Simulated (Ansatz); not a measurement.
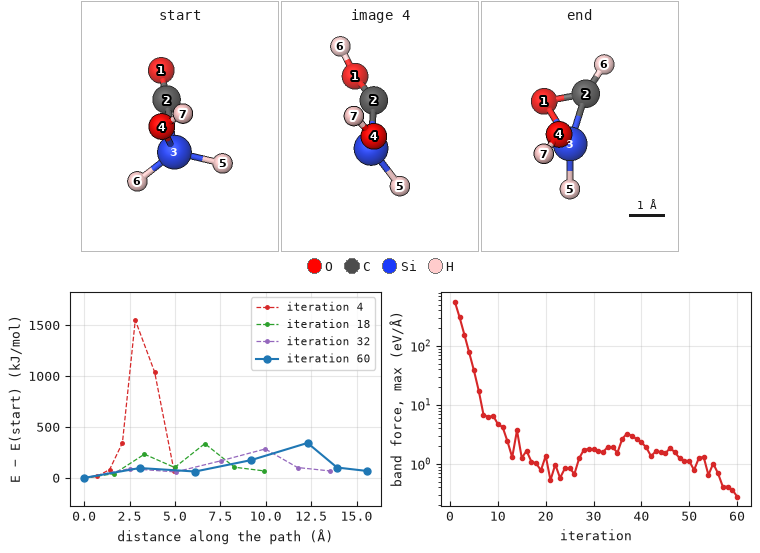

A nudged-elastic-band calculation for CH$_{3}$O$_{2}$Si (charge +1). Images are numbered from 0 (start) to 6 (end). The plot follows the band through its iterations. The picture is a ball-and-stick view, seen from a free direction.

The calculation used Ansatz, RKS PBE0-D4/def2-SVP.

The input:
```yaml
crystal:
  periodic: [false, false, false]
  atoms:
    - { symbol: O, position_ang: [1.069914, -2.256553, 0.815391] }
    - { symbol: C, position_ang: [0.717388, -1.224321, 0.588284] }
    - { symbol: Si, position_ang: [-0.026176, 0.659136, 0.140508] }
    - { symbol: O, position_ang: [-1.260984, 0.283944, -0.822552] }
    - { symbol: H, position_ang: [1.2051, 1.235157, -0.437681] }
    - { symbol: H, position_ang: [-0.443555, 1.019312, 1.504837] }
    - { symbol: H, position_ang: [-1.261697, 0.283315, -1.788788] }
total_charge: 1
basis:
  gaussian: { orbitals: def2-SVP }
hamiltonian:
  xc: pbe0
  dispersion: d4
neb:
  order_check: false
  images: 5
  f_tol: 0.05
  max_iterations: 60
  final_atoms:
    - { symbol: O, position_ang: [-0.03233479, 0.16035447, 1.47270186] }
    - { symbol: C, position_ang: [0.51137032, -0.85475923, 0.98146792] }
    - { symbol: Si, position_ang: [0.22195047, 0.32884757, -0.35910784] }
    - { symbol: O, position_ang: [-1.10143346, 0.06766288, -1.20645982] }
    - { symbol: H, position_ang: [1.18879537, 1.39475995, -0.63544695] }
    - { symbol: H, position_ang: [0.77259415, -1.75413992, 1.56702821] }
    - { symbol: H, position_ang: [-1.56095207, 0.65726428, -1.82018438] }
  initial_path:
    images:
      - { positions_ang: [[1.069914, -2.256553, 0.815391], [0.717388, -1.224321, 0.588284], [-0.026176, 0.659136, 0.140508], [-1.260984, 0.283944, -0.822552], [1.2051, 1.235157, -0.437681], [-0.443555, 1.019312, 1.504837], [-1.261697, 0.283315, -1.788788]] }
      - { positions_ang: [[1.03546097, -2.15700362, 0.95176633], [0.69967449, -1.15902535, 0.62792064], [-0.01762944, 0.71872932, 0.11926006], [-1.25284539, 0.35196441, -0.8269468], [1.21601998, 1.2529202, -0.46657353], [-0.35666641, 0.66844508, 1.37596686], [-1.3240242, 0.32395997, -1.78139457]] }
      - { positions_ang: [[1.00100794, -2.05745424, 1.08814166], [0.68196098, -1.09372971, 0.66755728], [-0.00908287, 0.77832264, 0.09801212], [-1.24470679, 0.41998482, -0.8313416], [1.22693995, 1.2706834, -0.49546605], [-0.26977782, 0.31757816, 1.24709672], [-1.3863514, 0.36460493, -1.77400113]] }
      - { positions_ang: [[0.96655491, -1.95790485, 1.22451699], [0.66424747, -1.02843406, 0.70719391], [-0.00053631, 0.83791595, 0.07676419], [-1.23656818, 0.48800523, -0.8357364], [1.23785993, 1.2884466, -0.52435858], [-0.18288922, -0.03328877, 1.11822658], [-1.4486786, 0.4052499, -1.7666077]] }
      - { positions_ang: [[0.63359168, -1.25181841, 1.30724528], [0.61328842, -0.97054245, 0.79861858], [0.07362595, 0.66822649, -0.06852649], [-1.19152328, 0.34789112, -0.95931087], [1.22150507, 1.32388438, -0.56138804], [0.13560523, -0.60690582, 1.26782712], [-1.48610309, 0.48925469, -1.78446659]] }
      - { positions_ang: [[0.30062845, -0.54573197, 1.38997357], [0.56232937, -0.91265084, 0.89004325], [0.14778821, 0.49853703, -0.21381717], [-1.14647837, 0.207777, -1.08288535], [1.20515022, 1.35932217, -0.59841749], [0.45409969, -1.18052287, 1.41742767], [-1.52352758, 0.57325948, -1.80232548]] }
      - { positions_ang: [[-0.03233479, 0.16035447, 1.47270186], [0.51137032, -0.85475923, 0.98146792], [0.22195047, 0.32884757, -0.35910784], [-1.10143346, 0.06766288, -1.20645982], [1.18879537, 1.39475995, -0.63544695], [0.77259415, -1.75413992, 1.56702821], [-1.56095207, 0.65726428, -1.82018438]] }
```

Command:
```bash
ansatz run input.yaml --threads 1 --pin off --max-ram 2048MiB --backend cpu --events-out ev --progress --plain --runs-dir out
```

### How did the profile develop, and is the result final?

The result isn't final. The band hadn't converged when the run stopped after 60 iterations. The largest component of the band force went from 560 to 0.28 eV/Å. The barrier read from it is provisional: over the last two iterations the highest image moved from 344.8 kJ/mol to 343.5 kJ/mol. The first iteration put the highest image at 10479.4 kJ/mol. The highest point, image 4, lies 343.5 kJ/mol above the start and 274.6 kJ/mol above the end; the end is at +68.9 kJ/mol relative to the start. The profile has 2 maxima (images 1, 4) with a dip at image 2 (+63.0 kJ/mol), which on an unconverged band is provisional.
